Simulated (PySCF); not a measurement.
F₂K, charge +1, SMILES `[K+].FF`.

Level of theory: PBE/def2-SVP (PySCF), at a geometry from GFN2-xTB. The pair's geometry is semi-empirical, so its contact may be too short or too long. GFN2-xTB bond lengths at metals and heavier atoms can be off by up to 0.1 Å and shapes distorted, which carries into these values. Without diffuse functions Rydberg states are missing, so the states' numbers hold for this basis only.

Geometry (Å), atoms numbered from 1:

```
K1      -1.7372    0.0000    0.0000
F2       1.8337    0.7038    0.0000
F3       1.8337   -0.7038    0.0000
```

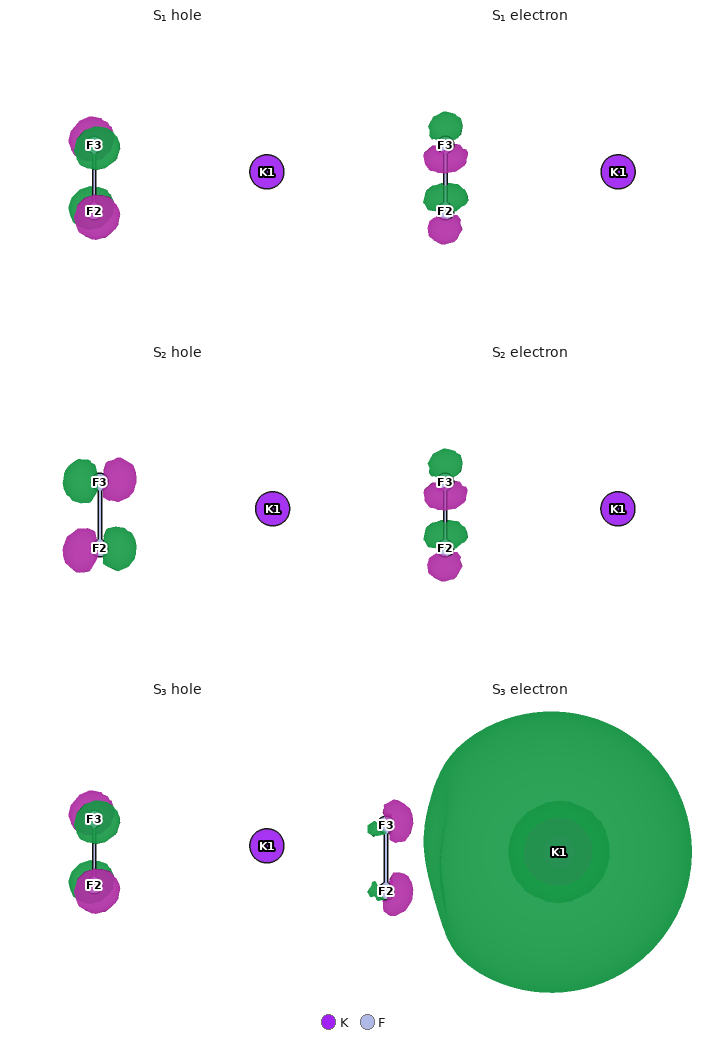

Leading natural transition orbitals (TDA singlet states).

### Give the energy and character of each state.

By state:
- S₁: 4.46 eV (278 nm), f = 0.000 (very weak), ligand-centred; the leading pair carries 100 %; hole on F2 and F3 (50 % each), electron on F2 and F3 (50 % each); their centroids lie 0.0 Å apart; S₂ lies within 0.1 eV of it.
- S₂: 4.54 eV (273 nm), f = 0.000 (very weak), ligand-centred; the leading pair carries 100 %; hole on F2 and F3 (50 % each), electron on F2 and F3 (50 % each); their centroids lie 0.0 Å apart; S₁ lies within 0.1 eV of it.
- S₃: 7.05 eV (176 nm), f = 0.000 (dark), partly diffuse acceptor orbital, which a basis without diffuse functions describes poorly; the leading pair carries 100 %; hole on F2 and F3 (50 % each), electron on K1 (96 %) (atom shares of so diffuse an orbital are rough); their centroids lie 3.5 Å apart; S₄ lies within 0.1 eV of it.
